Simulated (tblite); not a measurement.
Saddle-point search, with input and output: C$_{5}$H$_{9}$N

C$_{5}$H$_{9}$N, SMILES C=C1CCNC1, computed with GFN2-xTB saddle search (eigenvector following) and harmonic vibrations, gas phase (tblite 0.8.0).

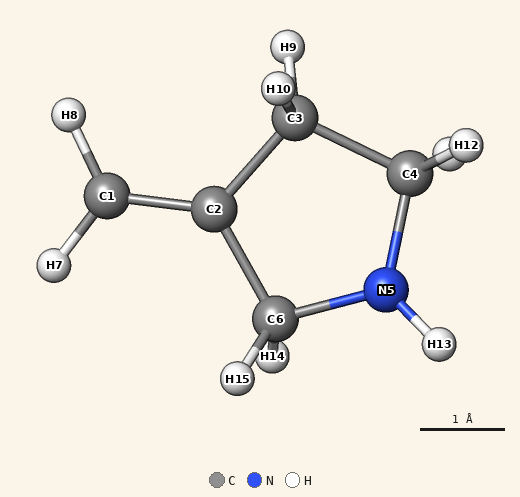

Figure 1. The structure as given in the input (ball-and-stick view, seen at a tilt; atoms are numbered from 1 in the order of the input).

**The input**
```
{"job": {"xc": "GFN2-xTB", "basis": "xTB", "kind": "saddle"}, "charge": 0, "multiplicity": 1}
C      2.142109    -0.128516     0.177779
C      0.831023    -0.012078     0.075113
C     -0.184941    -0.962100     0.651137
C     -1.515718    -0.532795     0.016448
N     -1.278418     0.816587    -0.398278
C      0.103250     1.103485    -0.631555
H      2.809933     0.600364    -0.248295
H      2.597322    -0.955496     0.695017
H      0.063277    -2.000193     0.434462
H     -0.219389    -0.841009     1.736089
H     -1.755617    -1.194742    -0.836912
H     -2.350447    -0.583929     0.721799
H     -1.995348     1.507276    -0.453823
H      0.368623     1.096905    -1.706556
H      0.384342     2.086240    -0.232424
```

The first line tells a small driver script what to run in tblite; the rest is the geometry in Å.

Hardware: 1 CPU thread, shared host.

Run as:
```bash
OMP_NUM_THREADS=1 python <driver script> task.json out
```

**The program's output**
```
step      E/eV     max force
  0    -494.56855   0.0390
  1    -494.57182   0.0435
  2    -494.57345   0.0899
  3    -494.57299   0.0090
  4    -494.57399   0.0253
  5    -494.57346   0.0058
  6    -494.57400   0.0064
  7    -494.57440   0.0106
  8    -494.57465   0.0114
  9    -494.57475   0.0144
 10    -494.57476   0.0014
lowest wavenumbers (cm-1): -601.9 71.9 135.2 355.2 404.5 585.9
```

**Trajectory as extended XYZ (Å, eV, eV/Å), 11 frames, from step=0 to step=10**
```
15
Properties=species:S:1:pos:R:3:forces:R:3 step=0 energy=-494.56855
C     2.1421   -0.1285    0.1778   -0.0080  -0.0030  -0.0020
C     0.8310   -0.0121    0.0751    0.0120  -0.0010   0.0020
C    -0.1849   -0.9621    0.6511   -0.0010   0.0010   0.0020
C    -1.5157   -0.5328    0.0164    0.0000   0.0040   0.0030
N    -1.2784    0.8166   -0.3983   -0.0050   0.0050   0.0040
C     0.1033    1.1035   -0.6316   -0.0050   0.0030   0.0080
H     2.8099    0.6004   -0.2483    0.0060  -0.0050  -0.0050
H     2.5973   -0.9555    0.6950    0.0090  -0.0050  -0.0020
H     0.0633   -2.0002    0.4345    0.0030  -0.0010   0.0110
H    -0.2194   -0.8410    1.7361    0.0020   0.0040   0.0030
H    -1.7556   -1.1947   -0.8369    0.0060   0.0210  -0.0110
H    -2.3504   -0.5839    0.7218    0.0040  -0.0190   0.0040
H    -1.9953    1.5073   -0.4538   -0.0190   0.0010  -0.0340
H     0.3686    1.0969   -1.7066   -0.0200  -0.0020   0.0070
H     0.3843    2.0862   -0.2324    0.0170  -0.0030   0.0100
15
Properties=species:S:1:pos:R:3:forces:R:3 step=1 energy=-494.57182
C     2.1418   -0.1525    0.1419   -0.0430   0.0040  -0.0050
C     0.8299   -0.0111    0.0781    0.0400  -0.0030   0.0020
C    -0.1879   -0.9444    0.6766    0.0000  -0.0100   0.0150
C    -1.5095   -0.5428    0.0061    0.0040  -0.0070   0.0050
N    -1.2832    0.8053   -0.4219    0.0370   0.0110  -0.0110
C     0.1021    1.1194   -0.6049   -0.0110   0.0130  -0.0050
H     2.8114    0.5652   -0.3011   -0.0070  -0.0060  -0.0020
H     2.5977   -0.9890    0.6436   -0.0060   0.0020  -0.0050
H     0.0675   -1.9905    0.5081   -0.0090   0.0360   0.0100
H    -0.2395   -0.7764    1.7562   -0.0010  -0.0020  -0.0350
H    -1.7177   -1.2144   -0.8483    0.0070   0.0070   0.0120
H    -2.3595   -0.6035    0.6928    0.0080  -0.0040  -0.0080
H    -2.0094    1.4854   -0.4962    0.0090  -0.0090  -0.0020
H     0.3913    1.1600   -1.6730   -0.0130   0.0040   0.0410
H     0.3650    2.0894   -0.1581   -0.0140  -0.0340  -0.0110
15
Properties=species:S:1:pos:R:3:forces:R:3 step=2 energy=-494.57345
C     2.1399   -0.1764    0.1057   -0.0890   0.0110  -0.0060
C     0.8289   -0.0097    0.0815    0.0840  -0.0070   0.0060
C    -0.1907   -0.9262    0.7020   -0.0010  -0.0220   0.0270
C    -1.5017   -0.5530   -0.0041    0.0090  -0.0170   0.0110
N    -1.2840    0.7953   -0.4367    0.0310   0.0370  -0.0210
C     0.1013    1.1349   -0.5782   -0.0110   0.0250  -0.0130
H     2.8103    0.5297   -0.3547   -0.0150  -0.0080   0.0020
H     2.5944   -1.0230    0.5920   -0.0110   0.0070  -0.0040
H     0.0715   -1.9779    0.5805   -0.0180   0.0660   0.0100
H    -0.2604   -0.7120    1.7739    0.0000  -0.0140  -0.0730
H    -1.6762   -1.2348   -0.8588    0.0080   0.0170   0.0280
H    -2.3686   -0.6224    0.6612    0.0210  -0.0030  -0.0140
H    -2.0202    1.4621   -0.5398    0.0400  -0.0290   0.0040
H     0.4129    1.2215   -1.6374   -0.0260  -0.0010   0.0710
H     0.3425    2.0917   -0.0871   -0.0220  -0.0640  -0.0300
15
Properties=species:S:1:pos:R:3:forces:R:3 step=3 energy=-494.57299
C     2.1404   -0.1620    0.1274   -0.0070  -0.0010  -0.0030
C     0.8297   -0.0105    0.0794    0.0060   0.0000   0.0010
C    -0.1888   -0.9370    0.6863    0.0000  -0.0010   0.0030
C    -1.5059   -0.5467    0.0026    0.0010  -0.0020   0.0000
N    -1.2825    0.8011   -0.4281    0.0020   0.0030  -0.0030
C     0.1019    1.1254   -0.5939   -0.0010   0.0030   0.0000
H     2.8099    0.5510   -0.3226   -0.0010  -0.0020  -0.0030
H     2.5953   -1.0023    0.6233   -0.0010  -0.0010  -0.0030
H     0.0688   -1.9842    0.5361   -0.0010   0.0050   0.0050
H    -0.2475   -0.7513    1.7618   -0.0010   0.0030  -0.0050
H    -1.7014   -1.2224   -0.8510    0.0020   0.0000   0.0020
H    -2.3619   -0.6104    0.6813    0.0010  -0.0010  -0.0020
H    -2.0126    1.4754   -0.5160    0.0040  -0.0050  -0.0020
H     0.3994    1.1851   -1.6572   -0.0010   0.0040   0.0080
H     0.3552    2.0889   -0.1292   -0.0030  -0.0060   0.0020
15
Properties=species:S:1:pos:R:3:forces:R:3 step=4 energy=-494.57399
C     2.1391   -0.1751    0.1073   -0.0240   0.0020  -0.0020
C     0.8292   -0.0096    0.0812    0.0230  -0.0010   0.0010
C    -0.1901   -0.9272    0.6996    0.0000  -0.0040   0.0070
C    -1.5018   -0.5521   -0.0019    0.0030  -0.0030   0.0020
N    -1.2825    0.7948   -0.4381    0.0060   0.0150  -0.0070
C     0.1017    1.1342   -0.5785   -0.0040   0.0090  -0.0030
H     2.8089    0.5319   -0.3519   -0.0040  -0.0030  -0.0010
H     2.5932   -1.0210    0.5944   -0.0030   0.0010  -0.0030
H     0.0709   -1.9771    0.5741   -0.0040   0.0160   0.0040
H    -0.2580   -0.7174    1.7706    0.0000  -0.0020  -0.0170
H    -1.6817   -1.2348   -0.8537    0.0030   0.0030   0.0060
H    -2.3656   -0.6184    0.6669    0.0030  -0.0010  -0.0030
H    -2.0181    1.4607   -0.5467    0.0160  -0.0140   0.0000
H     0.4130    1.2216   -1.6360   -0.0080   0.0010   0.0240
H     0.3417    2.0894   -0.0873   -0.0070  -0.0200  -0.0080
15
Properties=species:S:1:pos:R:3:forces:R:3 step=5 energy=-494.57346
C     2.1396   -0.1672    0.1193    0.0030  -0.0020  -0.0020
C     0.8295   -0.0101    0.0802   -0.0030   0.0000   0.0000
C    -0.1893   -0.9329    0.6917    0.0000   0.0010   0.0000
C    -1.5040   -0.5488    0.0007    0.0000   0.0000  -0.0010
N    -1.2823    0.7988   -0.4316   -0.0010  -0.0030   0.0000
C     0.1017    1.1288   -0.5877    0.0010  -0.0010   0.0020
H     2.8092    0.5433   -0.3345    0.0000  -0.0010  -0.0030
H     2.5941   -1.0098    0.6117    0.0000  -0.0020  -0.0020
H     0.0696   -1.9810    0.5516    0.0010  -0.0010   0.0030
H    -0.2519   -0.7374    1.7650   -0.0010   0.0030   0.0030
H    -1.6927   -1.2270   -0.8525    0.0010  -0.0010  -0.0010
H    -2.3633   -0.6141    0.6750   -0.0010   0.0000  -0.0010
H    -2.0143    1.4696   -0.5277   -0.0030   0.0010  -0.0030
H     0.4043    1.1992   -1.6484    0.0030   0.0040  -0.0020
H     0.3498    2.0887   -0.1128    0.0000   0.0030   0.0050
15
Properties=species:S:1:pos:R:3:forces:R:3 step=6 energy=-494.57400
C     2.1389   -0.1745    0.1081   -0.0040   0.0000  -0.0010
C     0.8293   -0.0096    0.0812    0.0040   0.0000   0.0000
C    -0.1900   -0.9275    0.6991    0.0000   0.0000   0.0020
C    -1.5018   -0.5518   -0.0017    0.0010  -0.0010   0.0000
N    -1.2822    0.7951   -0.4376    0.0010   0.0030  -0.0020
C     0.1017    1.1338   -0.5790   -0.0010   0.0020   0.0000
H     2.8085    0.5327   -0.3509   -0.0010  -0.0020  -0.0020
H     2.5929   -1.0202    0.5955   -0.0010  -0.0010  -0.0020
H     0.0708   -1.9769    0.5724   -0.0010   0.0030   0.0030
H    -0.2576   -0.7188    1.7698   -0.0010   0.0010  -0.0020
H    -1.6822   -1.2341   -0.8534    0.0010   0.0000   0.0010
H    -2.3651   -0.6181    0.6675    0.0000  -0.0010  -0.0010
H    -2.0172    1.4611   -0.5458    0.0030  -0.0040  -0.0020
H     0.4120    1.2200   -1.6362   -0.0010   0.0020   0.0060
H     0.3420    2.0888   -0.0891   -0.0020  -0.0040   0.0010
15
Properties=species:S:1:pos:R:3:forces:R:3 step=7 energy=-494.57440
C     2.1379   -0.1816    0.0970   -0.0080   0.0010  -0.0010
C     0.8291   -0.0090    0.0822    0.0080   0.0000   0.0000
C    -0.1905   -0.9221    0.7061    0.0000  -0.0010   0.0020
C    -1.4995   -0.5546   -0.0035    0.0010  -0.0010   0.0000
N    -1.2818    0.7913   -0.4441    0.0020   0.0070  -0.0030
C     0.1016    1.1387   -0.5702   -0.0020   0.0040  -0.0010
H     2.8076    0.5224   -0.3669   -0.0010  -0.0010  -0.0010
H     2.5914   -1.0305    0.5794   -0.0010   0.0000  -0.0020
H     0.0719   -1.9725    0.5921   -0.0010   0.0050   0.0020
H    -0.2628   -0.7012    1.7742    0.0000   0.0000  -0.0050
H    -1.6727   -1.2413   -0.8533    0.0010   0.0010   0.0020
H    -2.3664   -0.6212    0.6612    0.0010  -0.0010  -0.0010
H    -2.0196    1.4520   -0.5659    0.0080  -0.0070   0.0000
H     0.4200    1.2411   -1.6234   -0.0030   0.0010   0.0100
H     0.3338    2.0886   -0.0649   -0.0030  -0.0080  -0.0020
15
Properties=species:S:1:pos:R:3:forces:R:3 step=8 energy=-494.57465
C     2.1368   -0.1886    0.0859   -0.0080   0.0010  -0.0010
C     0.8290   -0.0083    0.0833    0.0080   0.0000   0.0000
C    -0.1910   -0.9167    0.7131    0.0000  -0.0010   0.0020
C    -1.4972   -0.5573   -0.0053    0.0010  -0.0010   0.0000
N    -1.2811    0.7874   -0.4506    0.0010   0.0080  -0.0030
C     0.1016    1.1436   -0.5612   -0.0020   0.0040  -0.0010
H     2.8064    0.5121   -0.3830   -0.0010  -0.0010   0.0000
H     2.5896   -1.0407    0.5633   -0.0010   0.0000  -0.0010
H     0.0730   -1.9680    0.6114   -0.0010   0.0050   0.0010
H    -0.2679   -0.6839    1.7784    0.0000   0.0000  -0.0050
H    -1.6633   -1.2484   -0.8528    0.0010   0.0010   0.0020
H    -2.3676   -0.6240    0.6550    0.0010   0.0000  -0.0010
H    -2.0214    1.4427   -0.5867    0.0090  -0.0070   0.0000
H     0.4276    1.2621   -1.6100   -0.0030   0.0000   0.0090
H     0.3253    2.0879   -0.0409   -0.0030  -0.0080  -0.0030
15
Properties=species:S:1:pos:R:3:forces:R:3 step=9 energy=-494.57475
C     2.1356   -0.1953    0.0750   -0.0080   0.0010   0.0000
C     0.8289   -0.0076    0.0844    0.0080   0.0000   0.0000
C    -0.1913   -0.9115    0.7197    0.0000  -0.0010   0.0010
C    -1.4949   -0.5598   -0.0067    0.0010   0.0000   0.0000
N    -1.2801    0.7834   -0.4576    0.0000   0.0100  -0.0040
C     0.1016    1.1485   -0.5522   -0.0030   0.0040  -0.0020
H     2.8051    0.5022   -0.3987   -0.0010   0.0000   0.0000
H     2.5877   -1.0507    0.5473   -0.0010   0.0010   0.0000
H     0.0740   -1.9633    0.6297   -0.0010   0.0030   0.0000
H    -0.2725   -0.6674    1.7823    0.0000  -0.0010  -0.0040
H    -1.6549   -1.2557   -0.8515    0.0000   0.0010   0.0010
H    -2.3684   -0.6260    0.6499    0.0000   0.0000   0.0000
H    -2.0228    1.4329   -0.6090    0.0110  -0.0090   0.0020
H     0.4354    1.2834   -1.5961   -0.0040  -0.0010   0.0100
H     0.3165    2.0868   -0.0165   -0.0030  -0.0090  -0.0050
15
Properties=species:S:1:pos:R:3:forces:R:3 step=10 energy=-494.57476
C     2.1354   -0.1956    0.0745    0.0000   0.0000   0.0000
C     0.8290   -0.0075    0.0845    0.0000   0.0000   0.0000
C    -0.1913   -0.9112    0.7200    0.0000   0.0000   0.0000
C    -1.4947   -0.5598   -0.0067    0.0000   0.0000   0.0000
N    -1.2799    0.7833   -0.4579   -0.0010   0.0010   0.0000
C     0.1016    1.1487   -0.5517    0.0000   0.0000   0.0000
H     2.8048    0.5018   -0.3995    0.0000   0.0000   0.0000
H     2.5874   -1.0511    0.5465    0.0000   0.0000   0.0000
H     0.0740   -1.9630    0.6305    0.0000   0.0000   0.0000
H    -0.2728   -0.6667    1.7823    0.0000   0.0000   0.0000
H    -1.6544   -1.2559   -0.8514    0.0000   0.0000   0.0000
H    -2.3683   -0.6260    0.6496    0.0000   0.0000   0.0000
H    -2.0223    1.4323   -0.6103    0.0010  -0.0010   0.0000
H     0.4355    1.2842   -1.5951    0.0000   0.0000   0.0000
H     0.3159    2.0865   -0.0155    0.0000   0.0000   0.0000
```

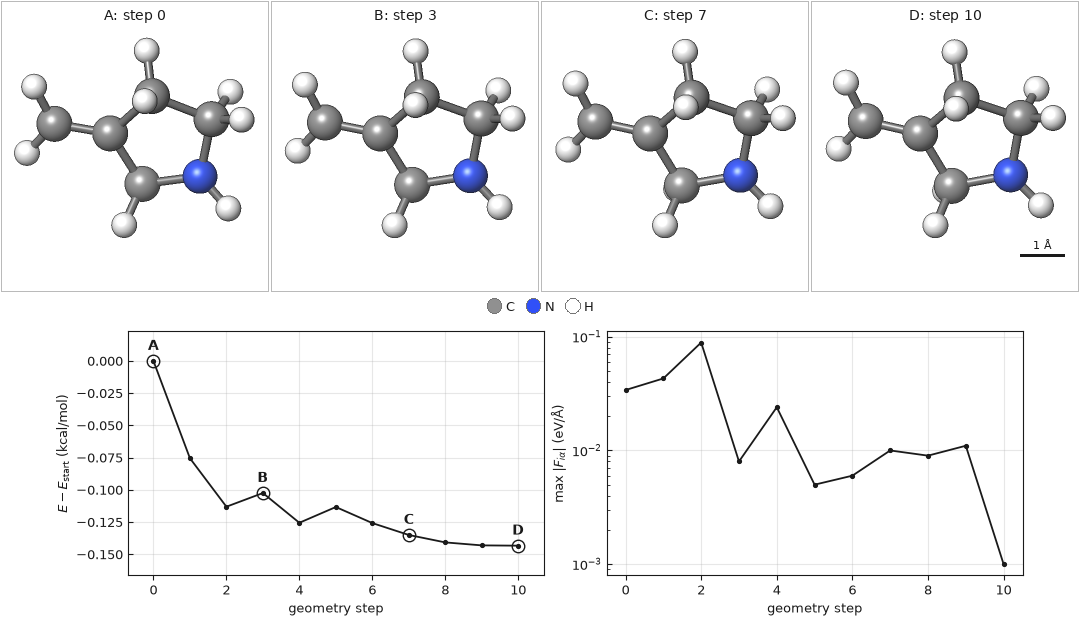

Figure 2. Frames of the saddle-point search (ball-and-stick view, seen at a tilt) above the curves, on which the letters mark them (steps are counted from 0).

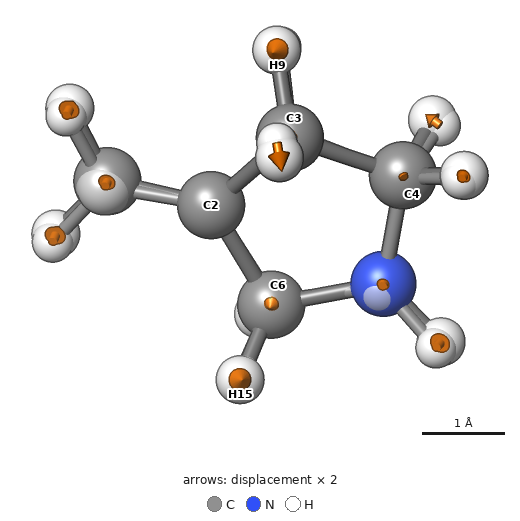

Figure 3. Start (faint) and end (solid) with the displacements as orange arrows, magnified 2 times (ball-and-stick view, seen at a tilt). The two geometries are laid on each other by the best rigid fit. The energy falls by 0.14 kcal/mol in 10 geometry steps. Largest force component: 0.034 eV/Å at the start, 0.001 eV/Å at the end. The largest moves after the best rigid fit, 0.23 Å, are those of H14 and H15. By element the largest moves are H 0.23 Å, C 0.12 Å, N 0.07 Å. Among the contacts that change: C6–H15 1.097 → 1.101 Å. (Atoms are counted from 1 in the order of the input.)

**Key numbers**

```json
{"quantity": "outcome", "value": "converged"}
{"quantity": "total energy", "value": "−494.5748 eV"}
{"quantity": "point group", "value": "C1"}
{"quantity": "wall time", "value": "6.4 s"}
{"quantity": "peak memory", "value": "0.19 GiB"}
```
